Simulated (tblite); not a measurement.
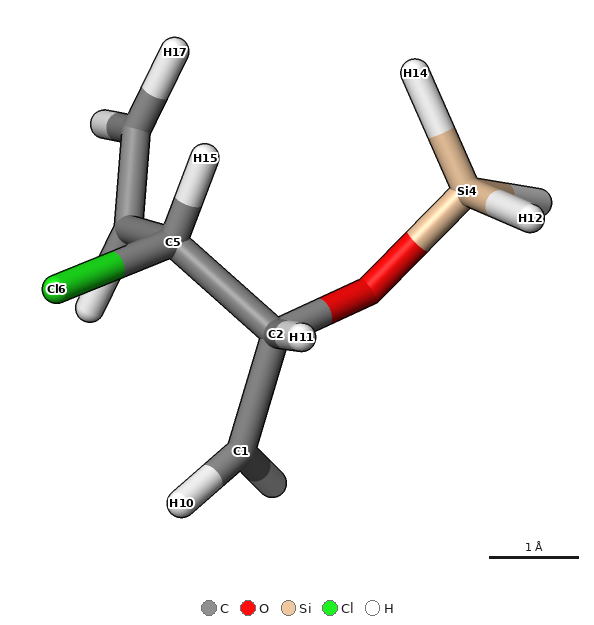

Figure 1. The input geometry (stick view, seen at a tilt; atoms are numbered from 1 in the order of the input). Bond lengths as drawn: C–C 1.32 to 1.57 Å, C–Cl 1.78 Å, C–H 1.07 to 1.11 Å, C–O 1.39 Å, H–Si 1.45 to 1.47 Å and O–Si 1.62 Å.

Run report: C5H10ClOSi, frequency calculation

- system: C5H10ClOSi, multiplicity 2
- method: GFN2-xTB harmonic vibrations, gas phase (tblite 0.8.0)

It belongs to a series of runs on one base structure; here: H removed from sp3 C.

The input
```
{"job": {"kind": "ir", "xc": "GFN2-xTB", "basis": "xTB"}, "charge": 0, "multiplicity": 2}
C      0.616082    -2.137446     0.254271
C      0.773794    -0.701400     0.504515
O      1.062316    -0.028146    -0.678935
Si     1.775323     1.401641    -0.942377
C     -0.508325    -0.049803     1.127126
Cl    -0.830265    -0.808195     2.709479
C     -1.684732    -0.212778     0.234251
C     -2.313936     0.801066    -0.331328
H      0.510552    -2.486951    -0.752146
H      0.566291    -2.820985     1.077089
H      1.577177    -0.535351     1.245277
H      3.091411     1.451886    -0.298434
H      1.817826     1.364992    -2.392455
H      0.988367     2.525851    -0.420240
H     -0.299047     1.005258     1.319799
H     -1.986965    -1.235904     0.058025
H     -2.014377     1.822098    -0.160825
H     -3.150250     0.650484    -0.991408
```

The first line tells a small driver script what to run in tblite; the rest is the geometry in Å.

Hardware: 1 CPU thread, shared host.

Run as:
```bash
OMP_NUM_THREADS=1 python <driver script> task.json out
```

What the program printed
```
mode    cm-1     km/mol
  1      41.9      0.21
  2      54.3      0.45
  3      60.7      0.78
  4     115.9      0.20
  5     155.3      0.39
  6     173.3      2.15
  7     192.5      1.62
  8     216.2      0.47
  9     266.3      2.88
 10     328.6      2.36
 11     363.2      2.16
 12     407.9      1.47
 13     439.0     42.64
 14     562.2      0.83
 15     606.8     68.98
 16     629.4     65.70
 17     686.8     15.07
 18     740.1    218.34
 19     757.6     32.93
 20     784.7     17.55
 21     808.2    282.21
 22     842.0    272.38
 23     861.6      2.85
 24     901.9     14.20
 25     961.6      5.62
 26     989.5     76.80
 27    1012.9     22.08
 28    1069.1     18.74
 29    1119.2      9.51
 30    1156.2    203.61
 31    1192.7     12.55
 32    1213.5     11.87
 33    1252.9      1.63
 34    1287.2      4.51
 35    1298.6     15.11
 36    1361.5      6.83
 37    1407.2      1.41
 38    1701.8      2.53
 39    2199.4    352.06
 40    2241.5    189.74
 41    2367.5    248.43
 42    2779.2     46.49
 43    2945.5     15.40
 44    3074.4      7.91
 45    3103.5     13.21
 46    3135.8     24.60
 47    3150.9      4.05
 48    3207.3     14.86
```

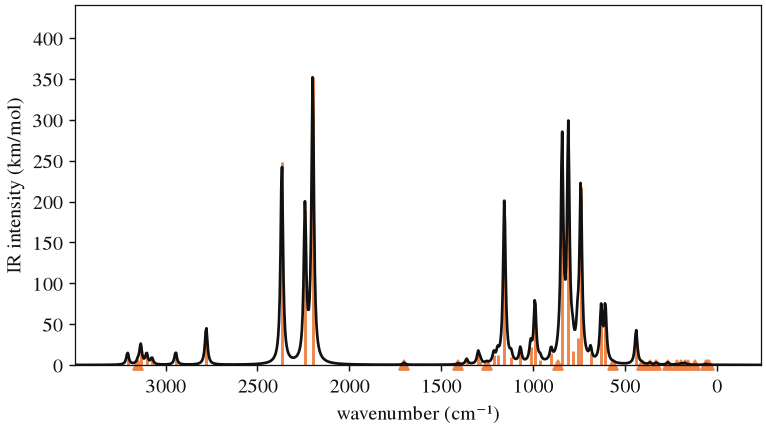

Figure 2. Harmonic infrared spectrum, unscaled: sticks (degenerate modes added up, dark ones marked on the axis) with a Lorentzian envelope of 16 cm⁻¹ full width, scaled to the tallest stick. 48 modes from 42 to 3207 cm⁻¹, none imaginary. The strongest line is at 2199 cm⁻¹ (352 km/mol).

Key numbers

```csv
quantity,value
outcome,converged
total energy,−709.9720 eV
zero-point energy,80.3780 kcal/mol
wall time,0.77 s
peak memory,0.18 GiB
```
